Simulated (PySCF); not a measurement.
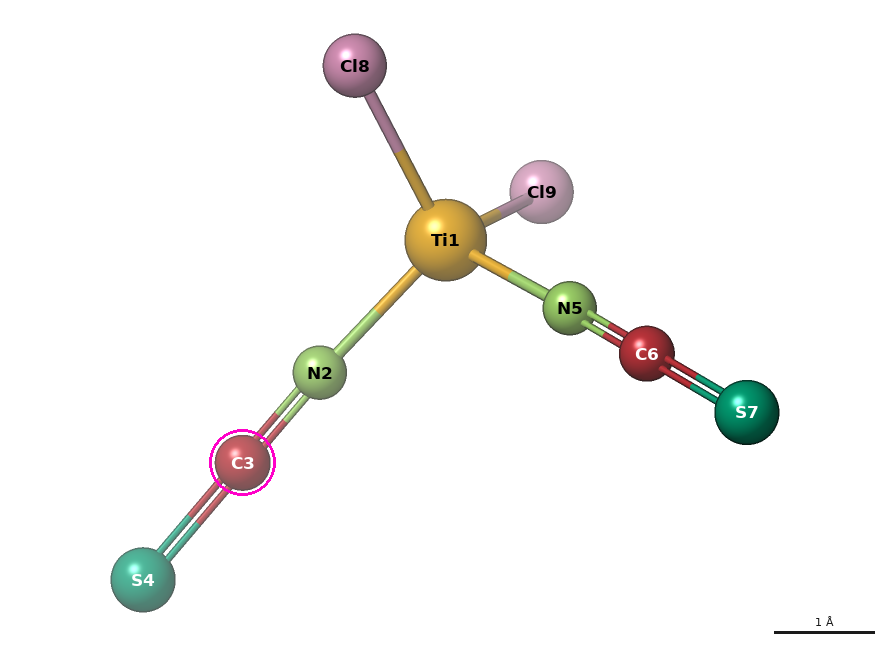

Orthographic view. Distant atoms are faded towards the background colour. The species is neutral and a spin singlet. The geometry was computed by an optimisation with PBE0-D3(BJ)/def2-SVP. No frequency run is at hand to confirm it as a minimum.

**Name the neighbours of the circled atom.**

The circled atom is C3; it is bonded to N2, S4.

**Which atom is farthest from the viewer?**

Cl9, 2.3 Å behind the mean position.

**Which two atoms are farthest apart in space?**

S4 and S7, 7.33 Å.

**Which atom is nearest the viewer?**

S7, 2.6 Å in front of the mean position.
